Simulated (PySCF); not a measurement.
## Geometry relaxation, with input and output: GaNH$_{5}$F

System: GaNH$_{5}$F.
Method: PBE0-D3(BJ)/def2-SVP geometry optimisation, gas phase (PySCF 2.14.0).

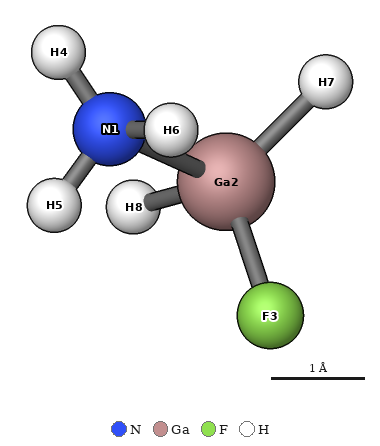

Fig. 1: The starting structure (ball-and-stick view, seen at a tilt; atoms are numbered from 1 in the order of the input). Sticks mark near contacts. Bond lengths as drawn: F–Ga 1.76 Å, Ga–H 1.53 Å, Ga–N 2.20 Å and H–N 1.00 to 1.04 Å.

The input
```
{"job": {"xc": "PBE0", "basis": "def2-SVP", "d3": "d3bj", "grid": 1, "shake": 0.01, "kind": "geom"}, "charge": 0, "multiplicity": 1}
N      1.064930     0.036810     0.106980
Ga    -1.113320    -0.250220    -0.027790
F     -1.252000     1.315060    -0.815900
H      1.699700    -0.624800     0.514670
H      1.336940     0.225270    -0.869890
H      1.151730     0.949770     0.600740
H     -1.573760    -0.248420     1.434860
H     -1.259090    -1.422620    -0.996130
```

The first line tells a small driver script what to run in PySCF; the rest is the geometry in Å.

Launched with:
```bash
OMP_NUM_THREADS=1 python <driver script> task.json out
```

The program's output
```
step   0  E = -2081.72962532  max force = 0.030458
step   1  E = -2081.73179620  max force = 0.011351
step   2  E = -2081.73259686  max force = 0.003984
step   3  E = -2081.73283319  max force = 0.002089
step   4  E = -2081.73292858  max force = 0.002004
step   5  E = -2081.73298442  max force = 0.001047
step   6  E = -2081.73299556  max force = 0.000518
step   7  E = -2081.73299832  max force = 0.000101
optimisation converged
```

Trajectory as extended XYZ (Å, eV, eV/Å), 8 frames, from step=0 to step=7
```
8
Properties=species:S:1:pos:R:3:forces:R:3 step=0 energy=-56646.74842
N     1.0649    0.0368    0.1070   -0.7928   1.5662  -0.4815
Ga   -1.1133   -0.2502   -0.0278    0.3929  -0.2764   0.2544
F    -1.2520    1.3151   -0.8159    0.0316   0.7121  -0.3236
H     1.6997   -0.6248    0.5147    0.4091  -0.4890   0.2809
H     1.3369    0.2253   -0.8699    0.0018  -0.1814   0.4659
H     1.1517    0.9498    0.6007    0.0378  -0.8234  -0.3377
H    -1.5738   -0.2484    1.4349   -0.1007   0.0470   0.6202
H    -1.2591   -1.4226   -0.9961    0.0204  -0.5552  -0.4786
8
Properties=species:S:1:pos:R:3:forces:R:3 step=1 energy=-56646.80750
N     1.0111    0.0485    0.0532    0.1284  -0.3055  -0.0642
Ga   -1.1145   -0.1887    0.0512    0.0581   0.5057  -0.2472
F    -1.2506    1.4204   -0.7831   -0.0251  -0.5837   0.2883
H     1.5567   -0.7192    0.4475   -0.0561  -0.0554  -0.0618
H     1.2459    0.1170   -0.9369    0.0357  -0.0369  -0.0649
H     1.3602    0.9004    0.4801   -0.1377   0.3051   0.1747
H    -1.5380   -0.1714    1.5717    0.0298   0.0276  -0.1117
H    -1.2159   -1.4266   -0.9367   -0.0331   0.1431   0.0869
8
Properties=species:S:1:pos:R:3:forces:R:3 step=2 energy=-56646.82928
N     1.0190    0.0425    0.0491    0.1356  -0.0466  -0.0336
Ga   -1.1029   -0.1893    0.0466    0.0065   0.2049  -0.0680
F    -1.2665    1.4011   -0.7699   -0.0137  -0.1459   0.0494
H     1.5615   -0.7267    0.4440   -0.0300   0.0034  -0.0101
H     1.2642    0.1167   -0.9398    0.0286   0.0090   0.0278
H     1.3346    0.9064    0.4943   -0.1408  -0.0252   0.0056
H    -1.5248   -0.1554    1.5594    0.0281  -0.0095   0.0208
H    -1.2302   -1.4149   -0.9365   -0.0142   0.0099   0.0080
8
Properties=species:S:1:pos:R:3:forces:R:3 step=3 energy=-56646.83571
N     1.0213    0.0363    0.0443    0.0438  -0.0119  -0.0503
Ga   -1.0991   -0.1816    0.0418    0.0143  -0.0713   0.0213
F    -1.2750    1.3913   -0.7801   -0.0207   0.1074  -0.0387
H     1.5593   -0.7321    0.4452   -0.0106   0.0150   0.0174
H     1.2855    0.1231   -0.9383    0.0253   0.0203   0.0303
H     1.3006    0.9021    0.5080   -0.0419  -0.0323   0.0000
H    -1.4917   -0.1535    1.5621    0.0132   0.0117   0.0346
H    -1.2458   -1.4052   -0.9359   -0.0235  -0.0389  -0.0146
8
Properties=species:S:1:pos:R:3:forces:R:3 step=4 energy=-56646.83831
N     1.0252    0.0313    0.0393   -0.0272   0.0037  -0.0444
Ga   -1.0967   -0.1822    0.0354   -0.0109  -0.1024   0.0277
F    -1.2850    1.3929   -0.7791    0.0016   0.1031  -0.0465
H     1.5604   -0.7341    0.4482    0.0005   0.0058   0.0182
H     1.3075    0.1294   -0.9366    0.0268   0.0134   0.0142
H     1.2795    0.8966    0.5164    0.0019  -0.0109   0.0068
H    -1.4694   -0.1458    1.5623    0.0170  -0.0002   0.0216
H    -1.2666   -1.4078   -0.9386   -0.0097  -0.0124   0.0024
8
Properties=species:S:1:pos:R:3:forces:R:3 step=5 energy=-56646.83983
N     1.0249    0.0274    0.0335   -0.0447   0.0275  -0.0160
Ga   -1.0977   -0.1825    0.0293   -0.0056  -0.0538   0.0010
F    -1.2863    1.3972   -0.7837    0.0094   0.0232  -0.0031
H     1.5563   -0.7353    0.4517    0.0063  -0.0036   0.0076
H     1.3288    0.1372   -0.9343    0.0181   0.0019   0.0030
H     1.2587    0.8909    0.5243    0.0196  -0.0065   0.0002
H    -1.4400   -0.1444    1.5652    0.0036   0.0050  -0.0004
H    -1.2900   -1.4100   -0.9390   -0.0066   0.0063   0.0077
8
Properties=species:S:1:pos:R:3:forces:R:3 step=6 energy=-56646.84013
N     1.0243    0.0271    0.0314   -0.0267   0.0112  -0.0068
Ga   -1.0983   -0.1848    0.0279   -0.0037  -0.0084  -0.0013
F    -1.2841    1.3986   -0.7815    0.0070  -0.0044   0.0023
H     1.5552   -0.7349    0.4520    0.0040  -0.0040   0.0002
H     1.3350    0.1395   -0.9339    0.0091  -0.0036  -0.0020
H     1.2564    0.8894    0.5248    0.0100   0.0041   0.0045
H    -1.4341   -0.1431    1.5653    0.0019  -0.0014  -0.0014
H    -1.2994   -1.4115   -0.9388   -0.0016   0.0065   0.0045
8
Properties=species:S:1:pos:R:3:forces:R:3 step=7 energy=-56646.84021
N     1.0233    0.0273    0.0303   -0.0052   0.0048  -0.0005
Ga   -1.0990   -0.1851    0.0283    0.0020   0.0043  -0.0008
F    -1.2813    1.3990   -0.7807    0.0007  -0.0049   0.0032
H     1.5540   -0.7349    0.4511    0.0009  -0.0016  -0.0013
H     1.3362    0.1396   -0.9344    0.0017  -0.0029  -0.0009
H     1.2570    0.8891    0.5243    0.0015  -0.0003   0.0005
H    -1.4318   -0.1437    1.5663   -0.0003  -0.0006  -0.0005
H    -1.3034   -1.4109   -0.9381   -0.0012   0.0014   0.0004
```

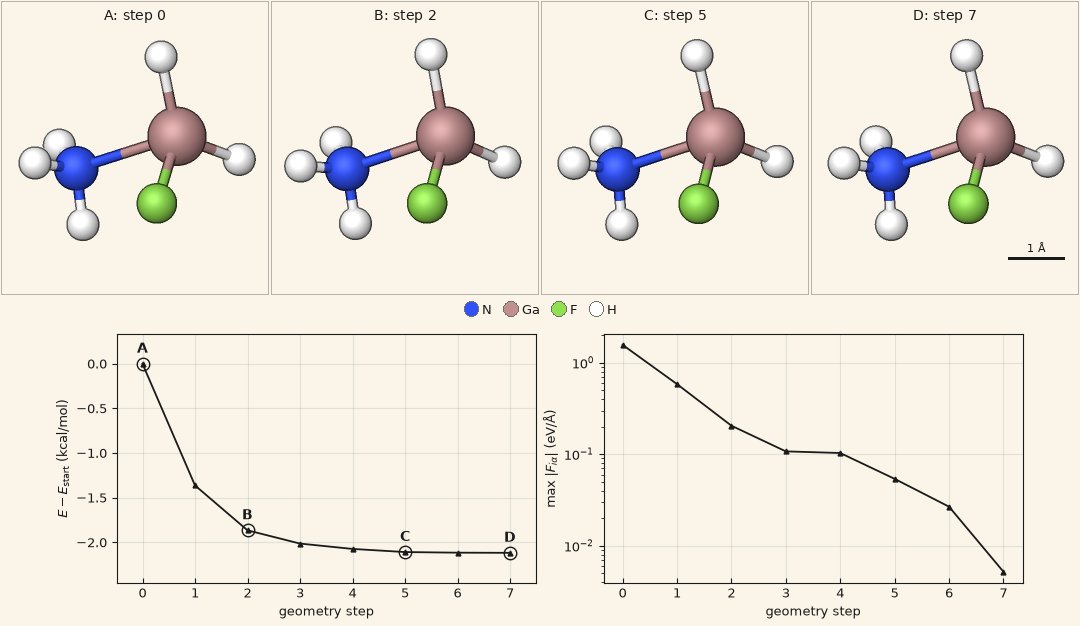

Fig. 2: Frames of the relaxation (ball-and-stick view, seen at a tilt) above the curves, on which the letters mark them (steps are counted from 0).

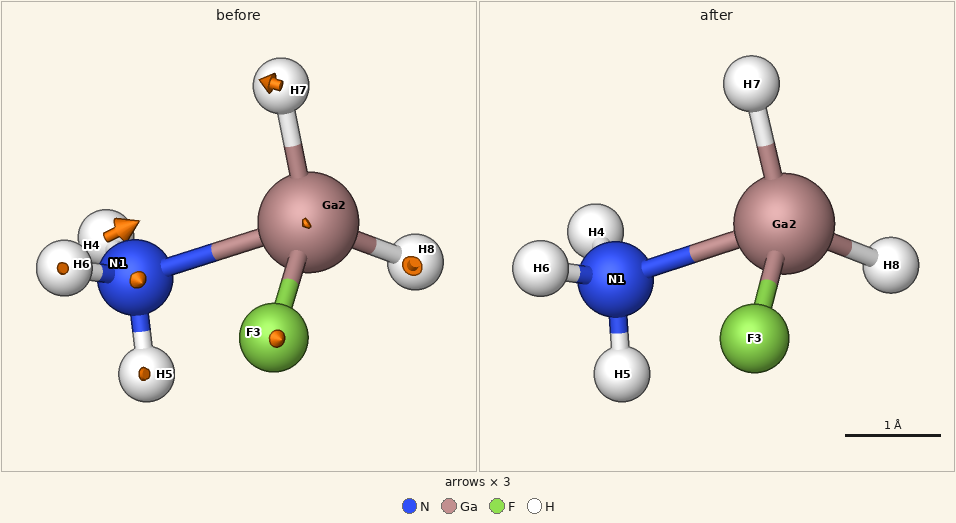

Fig. 3: Before (left) and after (right) the relaxation, at one scale (ball-and-stick view, seen at a tilt). The orange arrows give the displacements, magnified 3 times. After 7 geometry steps the energy has fallen by 2.12 kcal/mol. The largest force component goes from 1.6 to 0.0052 eV/Å. H4 moves most after the best rigid fit: 0.14 Å. Largest moves by element: H 0.14 Å, N 0.07 Å, F 0.06 Å, Ga 0.03 Å. Among the contacts that change: N1–Ga2 2.201 → 2.133 Å, Ga2–H7 1.533 → 1.574 Å, Ga2–F3 1.758 → 1.788 Å, N1–H6 1.042 → 1.020 Å. Among the angles that change: Ga2–N1–H4 124.4° → 116.3°, Ga2–N1–H5 103.1° → 108.4°. (Atoms are counted from 1 in the order of the input.)

Key numbers

```tsv
quantity	value
outcome	converged
total energy	−2081.732998 hartree
dipole moment	5.67 D
point group	Cs
hardware	1 CPU thread, shared host
wall time	15 s
peak memory	0.36 GiB
```
